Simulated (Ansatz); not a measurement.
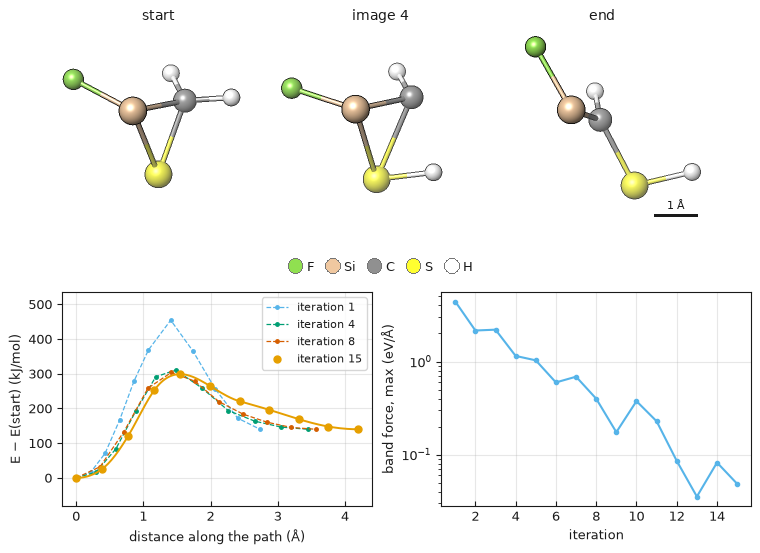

A nudged-elastic-band calculation for CH$_{2}$FSSi (charge −1). Images are numbered from 0 (start) to 10 (end). The plot follows the band through its iterations. The picture is a ball-and-stick view, seen at a tilt.

Computed with RKS PBE-D4/def2-SVP in Ansatz 0.2.0. Settings: 9 movable images; climbing image; force threshold 0.05 eV/Å; iteration limit 59; starting path through a guess of the saddle point.

Judge this run.

The result is final at these settings. The band converged in 15 iterations. The largest component of the band force went from 4.4 to 0.048 eV/Å. The climbing image converged on the top of the path. Its vibrational analysis gives one imaginary mode (889i cm⁻¹), as a transition state must have. The first iteration put the highest image at 454.5 kJ/mol. Forward barrier 299.0 kJ/mol, backward barrier 158.8 kJ/mol, with image 4 at the top; the reaction energy is +140.2 kJ/mol.

Limits of the set-up: the basis has no diffuse functions, which an anion needs.

Cost: 4 min on 1 thread of Arm Neoverse V2, with other jobs on the host, peak memory 0.13 GiB.
